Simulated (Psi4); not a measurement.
# singlet CH5BN+ at 3 levels

Wanted: a comparison of 3 runs (B2PLYP/def2-SVPD, CAM-B3LYP/def2-SVPD, wB97X/def2-SVPD) of singlet CH5BN+. 

Program for the calculation: Psi4 1.11.

1 further run of the same task is left out (set aside as unsound or not needed). Runs told in other sessions of the task aren't counted.

### 1 The system as given

The species is CH5BN+ (8 atoms), meant as a singlet with charge +1. As SMILES of the parent species, `B[N]C`. The shape is that of a PBE0-D4/def2-TZVP optimisation. That shape belongs to the parent species and isn't relaxed for this state.

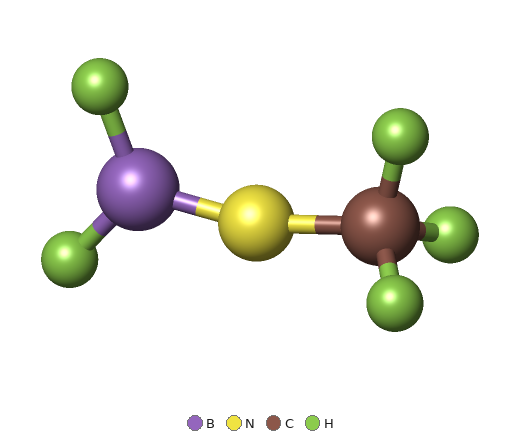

The structure, seen from a chosen angle (boron purple, nitrogen yellow, carbon brown, hydrogen green).

### 2 A single-point energy at B2PLYP/def2-SVPD (density fitting for correlation) (run 1)

Input file calc.in:

```
memory 2200 mb

molecule system {
  1 1
  B     -0.373900     1.096100    -0.965000
  N      0.058500     0.275600    -0.008700
  C      0.339600    -0.835900     0.776800
  H     -1.007800     0.632300    -1.885400
  H     -0.143000     2.276400    -0.921600
  H     -0.096400    -0.755000     1.778600
  H      1.416200    -1.018200     0.865300
  H     -0.101000    -1.728600     0.304400
  units angstrom
  symmetry c1
  no_reorient
  no_com
}

set {
  basis                def2-SVPD
  puream               true
  e_convergence        1e-09
  d_convergence        1e-08
  scf_type             pk
  dft_radial_points    99
  dft_spherical_points 590
  num_frozen_docc      3
}

e_tot, wfn = energy("b2plyp", return_wfn=True)
print_variables()
```

Command:

```console
$ psi4 -n 1 calc.in calc.out
```

calc.out:

```text
[...]
  Running in c1 symmetry.
[...]
  Nuclear repulsion =   63.858645311702894
[...]
  Multiplicity = 1
[...]
  Nalpha       = 11
  Nbeta        = 11
[...]
    Number of basis functions: 100
[...]
   @RKS iter   1:  -119.91938567646500   -3.56938e-01   2.71411e-03 ADIIS/DIIS
[...]
   @RKS iter  12:  -119.96767751608824   -3.87956e-12   6.23922e-09 DIIS
[...]
  @RKS Final Energy:  -119.96767751608824
   => Energetics <=
    Nuclear Repulsion Energy =             63.8586453117028938
    One-Electron Energy =                -280.8798767884084100
    Two-Electron Energy =                 105.5918135303442114
    DFT Exchange-Correlation Energy =      -8.5382595697269501
    Empirical Dispersion Energy =           0.0000000000000000
    VV10 Nonlocal Energy =                  0.0000000000000000
    Total Energy =                       -119.9676775160882443
[...]
 Multipole Moments:
 ------------------------------------------------------------------------------------
     Multipole            Electronic (a.u.)      Nuclear  (a.u.)        Total (a.u.)
 ------------------------------------------------------------------------------------
 L = 1.  Multiply by 2.5417464519 to convert [e a0] to [Debye]
 Dipole X            :         -1.2854616            1.2200072           -0.0654544
 Dipole Y            :         -3.3585434            3.4037747            0.0452313
 Dipole Z            :         -0.0165580           -0.1583590           -0.1749171
 Magnitude           :                                                    0.1921617
[...]
```

Run time: 14 s. Hardware: 1 thread of Intel Xeon 6975P-C (Granite Rapids), shared host; peak memory 1 GiB.

### 3 Energy and forces at CAM-B3LYP/def2-SVPD (run 2)

Input file calc.inp:

```
memory 2.2 GB

molecule molecule1 {
  1 1
  B     -0.373900     1.096100    -0.965000
  N      0.058500     0.275600    -0.008700
  C      0.339600    -0.835900     0.776800
  H     -1.007800     0.632300    -1.885400
  H     -0.143000     2.276400    -0.921600
  H     -0.096400    -0.755000     1.778600
  H      1.416200    -1.018200     0.865300
  H     -0.101000    -1.728600     0.304400
  units angstrom
  symmetry c1
  no_reorient
  no_com
}

set {
  basis def2-SVPD
  puream true
  e_convergence 1e-09
  d_convergence 1e-08
  scf_type pk
  dft_radial_points 99
  dft_spherical_points 590
}

energy_value = gradient('cam-b3lyp')
```

Command:

```console
$ psi4 -n 1 calc.inp calc.out
```

calc.out:

```text
[...]
  Running in c1 symmetry.
[...]
  Nuclear repulsion =   63.858645311702894
[...]
  Multiplicity = 1
[...]
  Nalpha       = 11
  Nbeta        = 11
[...]
    Number of basis functions: 100
[...]
   @RKS iter   1:  -120.11015415086493   -3.44747e-01   3.14212e-03 DIIS/ADIIS
[...]
   @RKS iter  12:  -120.16375082081775   -2.85638e-12   4.45333e-09 DIIS
[...]
  @RKS Final Energy:  -120.16375082081775
   => Energetics <=
    Nuclear Repulsion Energy =             63.8586453117028938
    One-Electron Energy =                -281.0467381343648867
    Two-Electron Energy =                 109.8303487588738250
    DFT Exchange-Correlation Energy =     -12.8060067570295963
    Empirical Dispersion Energy =           0.0000000000000000
    VV10 Nonlocal Energy =                  0.0000000000000000
    Total Energy =                       -120.1637508208177536
[...]
  -Total Gradient:
     Atom            X                  Y                   Z
    ------   -----------------  -----------------  -----------------
       1       -0.023282034379     0.008690474537    -0.041239655028
       2        0.029516355472     0.021580817160     0.042891131562
       3       -0.019390018786    -0.037374977278    -0.021318525383
       4        0.002116089878     0.005258466385     0.001977938652
       5        0.000013785725    -0.006228098123     0.001833075596
       6        0.009005596099     0.001265325139    -0.002419484739
       7       -0.005696135318     0.003791495202     0.006434416579
       8        0.007716393291     0.003015010319     0.011841593713
[...]
```

Run time: 23 s. Hardware: 1 thread of Intel Xeon 6975P-C (Granite Rapids), shared host; peak memory 1.1 GiB.

### 4 Energy and forces at wB97X/def2-SVPD (run 3)

Input file ch5bn.inp:

```
memory 2200 mb

molecule {
  1 1
  B     -0.373900     1.096100    -0.965000
  N      0.058500     0.275600    -0.008700
  C      0.339600    -0.835900     0.776800
  H     -1.007800     0.632300    -1.885400
  H     -0.143000     2.276400    -0.921600
  H     -0.096400    -0.755000     1.778600
  H      1.416200    -1.018200     0.865300
  H     -0.101000    -1.728600     0.304400
  symmetry c1
  no_reorient
  no_com
}

set basis def2-SVPD
set puream true
set e_convergence 1e-09
set d_convergence 1e-08
set scf_type pk
set dft_radial_points 99
set dft_spherical_points 590

result, w = gradient('wb97x', return_wfn=True)
oeprop(w, 'QUADRUPOLE', 'MULLIKEN_CHARGES', 'LOWDIN_CHARGES')
print_variables()
```

Command:

```console
$ psi4 ch5bn.inp ch5bn.out -n 1
```

ch5bn.out:

```text
[...]
  Running in c1 symmetry.
[...]
  Nuclear repulsion =   63.858645311702894
[...]
  Multiplicity = 1
[...]
  Nalpha       = 11
  Nbeta        = 11
[...]
    Number of basis functions: 100
[...]
   @RKS iter   1:  -120.15442036697364   -4.37923e-01   2.46640e-03 ADIIS/DIIS
[...]
   @RKS iter  12:  -120.19554395215977   -9.59233e-12   7.85080e-09 DIIS
[...]
  @RKS Final Energy:  -120.19554395215977
   => Energetics <=
    Nuclear Repulsion Energy =             63.8586453117028938
    One-Electron Energy =                -281.0244128624188988
    Two-Electron Energy =                 109.1862558127172349
    DFT Exchange-Correlation Energy =     -12.2160322141609985
    Empirical Dispersion Energy =           0.0000000000000000
    VV10 Nonlocal Energy =                  0.0000000000000000
    Total Energy =                       -120.1955439521597668
[...]
  -Total Gradient:
     Atom            X                  Y                   Z
    ------   -----------------  -----------------  -----------------
       1       -0.021318721125     0.004443925733    -0.036744278305
       2        0.028411962669     0.024104990757     0.040312104205
       3       -0.019989047448    -0.035069416269    -0.022973174284
       4        0.002018756166     0.006124884592     0.001565377111
       5       -0.000285947522    -0.006241155618     0.001338841492
       6        0.009028679858     0.001127232269    -0.002245166857
       7       -0.005591988881     0.003640283627     0.006557288957
       8        0.007675504680     0.001929005823     0.012087577405
[...]
```

Run time: 22 s. Hardware: 1 thread of Intel Xeon 6975P-C (Granite Rapids), shared host; peak memory 1.1 GiB.

### 5 All runs side by side

| run | level | task | fitting correlation | energy (Eh) | HOMO energy (eV) | LUMO energy (eV) | HOMO–LUMO gap (eV) | wall time |
| --- | --- | --- | --- | --- | --- | --- | --- | --- |
| 1 | B2PLYP/def2-SVPD (density fitting for correlation) | energy | density fitting | -120.102384 | -16.85 | -10.21 | 6.64 | 14 s |
| 2 | CAM-B3LYP/def2-SVPD | gradient | – | -120.163751 | -16.81 | -10.52 | 6.30 | 23 s |
| 3 | wB97X/def2-SVPD | gradient | – | -120.195544 | -17.85 | -9.48 | 8.37 | 22 s |

### 6 Results

| quantity | value |
| --- | --- |
| run 3: total energy | -120.19554 Eh |
| run 3: HOMO energy | -17.85 eV |
| run 3: LUMO energy | -9.48 eV |
| run 3: HOMO–LUMO gap | 8.37 eV |
| run 3: largest force on an atom | 2.823 eV/Å |

The HOMO–LUMO gap runs from 6.30 eV (CAM-B3LYP/def2-SVPD) to 8.37 eV (wB97X/def2-SVPD). Totals of different functionals can't be ranked against each other. All runs together took 58 s, the longest 23 s.
